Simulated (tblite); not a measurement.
B$_{2}$SiH$_{6}$O: frequency calculation

System: B$_{2}$SiH$_{6}$O.
Method: GFN1-xTB, R-SCC (tblite 0.8.0).

The geometry was optimised with GFN1-xTB.

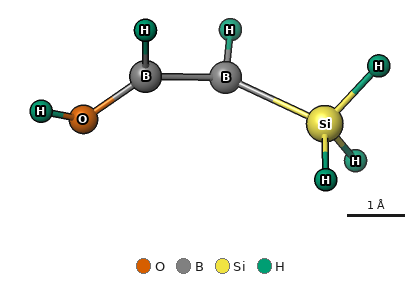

*The structure as given in the input (ball-and-stick view, seen at a tilt).*

Bond lengths as drawn: B–B 1.62 Å, B–H 1.21 to 1.22 Å, B–O 1.35 Å, B–Si 1.99 Å, H–O 0.96 Å and H–Si 1.46 Å.

**Key numbers**

| quantity | value |
| --- | --- |
| outcome | converged |
| total energy | −12.596935 hartree |
| basis functions | 33 |
| largest force | 0.002 eV/Å |
| HOMO | −11.28 eV |
| LUMO | −8.74 eV |
| zero-point energy | 0.060567 hartree |
| dipole moment | 2.90 D |
| wavenumbers, lowest and highest | 66 and 3679 cm⁻¹ |
| hardware | 1 thread of Intel Xeon @ 2.50GHz (Skylake/Cascade Lake), 189 GiB of memory available, shared host |
| wall time | 1.2 s |
| peak memory | 0.068 GiB |

**The input (xtb_job.py)**
```python
# GFN1-xTB harmonic vibrations
import json
import numpy as np
from tblite.interface import Calculator
from tblite.interface import symbols_to_numbers
from ase.data import atomic_masses

symbols = list(map(str, np.loadtxt("geom.xyz", skiprows=2, usecols=0, dtype=str, ndmin=1)))
numbers = np.array(symbols_to_numbers(symbols))
positions = np.loadtxt("geom.xyz", skiprows=2, usecols=(1, 2, 3), ndmin=2) / 0.5291772

calculator = Calculator("GFN1-xTB", numbers, positions, charge=0, uhf=0)
calculator.set("verbosity", 0)
calculator.set("accuracy", 0.01)
sp = calculator.singlepoint()
h = 0.005  # bohr
n = positions.size
H, D = np.zeros((n, n)), np.zeros((n, 3))
for a in range(n):
    g, d = [], []
    for sign in (1, -1):
        x = positions.ravel().copy()
        x[a] += sign * h
        calculator.update(x.reshape(-1, 3))
        y = calculator.singlepoint()
        g.append(y.get('gradient').ravel())
        d.append(y.get('dipole'))
    H[a], D[a] = (g[0] - g[1]) / (2 * h), (d[0] - d[1]) / (2 * h)
mass = np.repeat(atomic_masses[numbers], 3)
H = (H + H.T) / 2 / np.sqrt(np.outer(mass, mass))
# project out translations and rotations
com = positions - atomic_masses[numbers] @ positions / atomic_masses[numbers].sum()
T = [np.tile(v, len(numbers)) for v in np.eye(3)] + [np.cross(com, v).ravel() for v in np.eye(3)]
U, sv, _ = np.linalg.svd((np.array(T) * np.sqrt(mass)).T)
Q = U[:, (sv > 1e-3 * sv.max()).sum():]
w, V = np.linalg.eigh(Q.T @ H @ Q)
freq = np.sign(w) * np.sqrt(np.abs(w)) * 5140.487
inten = (((Q @ V).T / np.sqrt(mass)) @ D) ** 2
inten = inten.sum(axis=1) * 974.88
print(f"E = {sp.get('energy'):.8f} Eh, max gradient {np.abs(sp.get('gradient')).max():.2e} Eh/bohr")
print("mode   frequency/cm^-1   IR/(km/mol)")
for i, (v, s) in enumerate(zip(freq, inten), 1):
    print(f"{i:4d} {v:14.2f} {s:14.3f}")
zpe = freq[freq > 0].sum() / 2 / 219474.63
print(f"imaginary modes: {(freq < -10).sum()}, zero-point energy {zpe:.6f} Eh = {zpe * 27.211386:.4f} eV")
out = {k: np.asarray(sp.get(k)).tolist() for k in ("energy", "gradient", "charges", "dipole", "orbital-energies", "orbital-occupations")}
out.update(symbols=symbols, positions=(positions * 0.529177210903).tolist(), frequencies=freq.tolist(), intensities=inten.tolist(), zpe=zpe)
json.dump(out, open("results.json", "w"))
```

**File geom.xyz**
```
10

O     -1.620014     1.014335    -1.697051
B     -0.795690     1.094843    -0.625871
B      0.535376     0.234169    -0.269320
Si     0.843836    -1.335300     0.911941
H     -2.378544     1.603684    -1.728241
H     -1.062990     1.895795     0.254833
H      1.571074     0.794741    -0.565999
H     -0.340442    -2.051223     1.371656
H      1.678906    -2.319494     0.237936
H      1.568469    -0.931561     2.110107
```

Command:
```bash
python xtb_job.py
```

**What the program printed**
```
E = -12.59693478 Eh, max gradient 2.91e-05 Eh/bohr
mode   frequency/cm^-1   IR/(km/mol)
   1          66.22          0.414
   2          96.80          0.141
   3         155.76          9.430
   4         251.27         21.292
   5         418.09         64.940
   6         447.74         98.248
   7         511.58        118.666
   8         606.31         16.754
   9         664.20         42.896
  10         740.68        268.657
  11         811.07        733.713
  12         847.88        133.053
  13         854.56        223.617
  14         870.73        296.398
  15         889.51         71.825
  16         964.69         23.962
  17        1131.80        149.553
  18        1335.17        359.342
  19        2184.79        358.626
  20        2187.01        218.283
  21        2195.18        273.524
  22        2322.58        156.942
  23        2353.75        122.384
  24        3678.67         76.460
imaginary modes: 0, zero-point energy 0.060567 Eh = 1.6481 eV
```

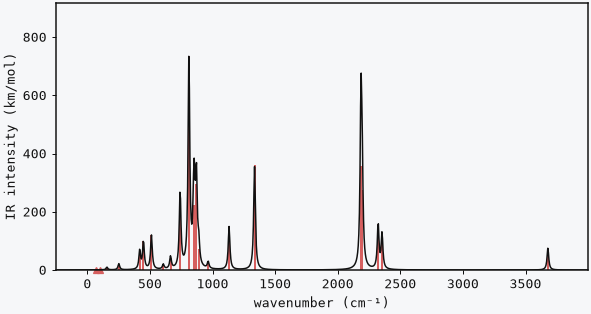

*Harmonic infrared spectrum, unscaled: sticks (degenerate modes added up, dark ones marked on the axis) with a Lorentzian envelope of 16 cm⁻¹ full width, scaled to the tallest stick.*

24 modes from 66 to 3679 cm⁻¹, none imaginary. The strongest line is at 811 cm⁻¹ (734 km/mol).

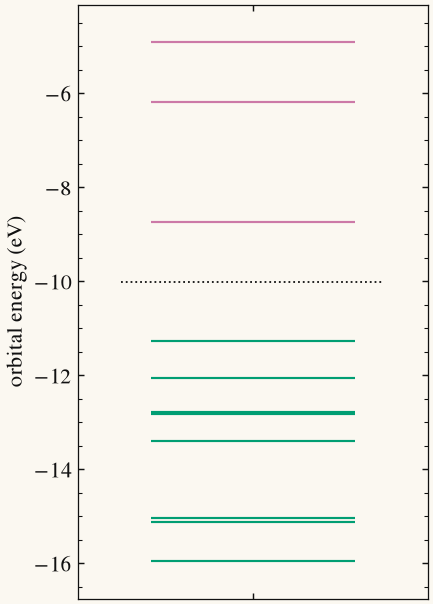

*Orbital energies near the frontier; the dotted line parts filled from empty levels, and levels within 0.02 eV of each other stand side by side.*

Highest filled −11.28 eV, lowest empty −8.74 eV, 2.54 eV apart.

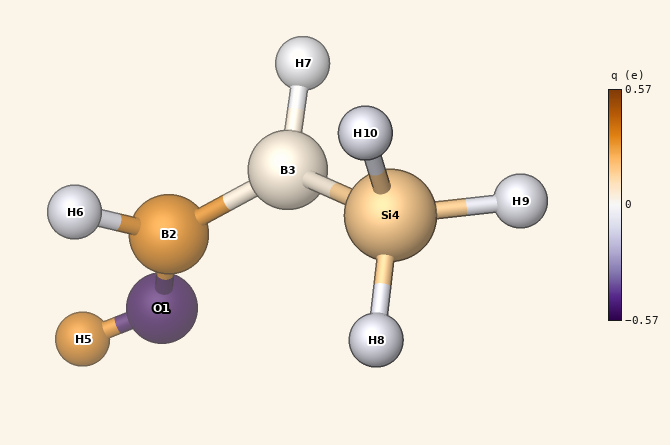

*Mulliken charges, as the colour of each atom (ball-and-stick view, seen at a tilt; atoms are numbered from 1 in the order of the input).*

By element: O −0.54, B +0.05 to +0.33, Si +0.17 and H −0.10 to +0.35 e.
